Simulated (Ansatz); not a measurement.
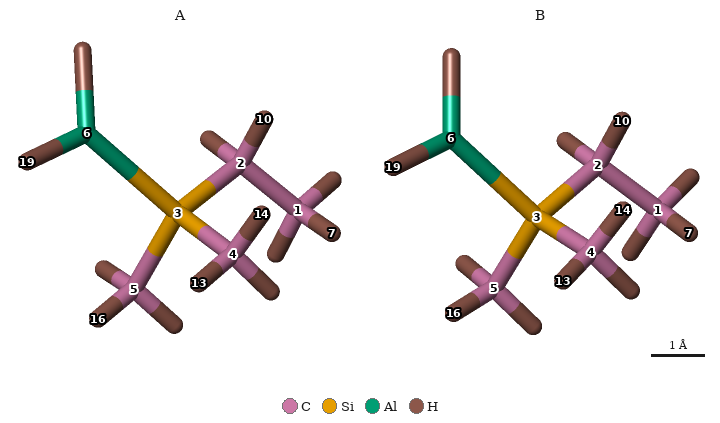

Two geometries of C₄H₁₃AlSi, drawn at one scale. One is the start of a relaxation, the other its converged end. The picture is a stick view, seen at a tilt.

Computed with RKS B3LYP-D4/6-31G (Ansatz 0.2.0). Settings: no spin polarisation; force threshold 0.015 eV/Å; at most 40 steps.

> Which of the two is the end point?

Structure A is the relaxed one. The run prepares an end point of a later path (torsion) calculation, from a guessed geometry. Over 5 accepted moves (7 points after the start) the energy falls by 0.679 eV. The largest force component goes from 3.4 to 0.0065 eV/Å. The line search rejected the trial steps at points 2, 6 of the run. The atom that moves furthest after the best rigid fit is an H atom (0.25 Å). By element the largest moves are H 0.25 Å, Al 0.16 Å, C 0.10 Å, Si 0.09 Å. Near-neighbour distances that change, for instance: Al–Si 2.371 → 2.479 Å, C–Si 1.845 → 1.932 Å, C–H 1.016 → 1.095 Å, C–H 1.168 → 1.097 Å. Bond angles that change, for instance: C–C–H 104.2° → 111.4°, H–C–H 115.1° → 108.3°, H–C–H 112.9° → 107.4°.
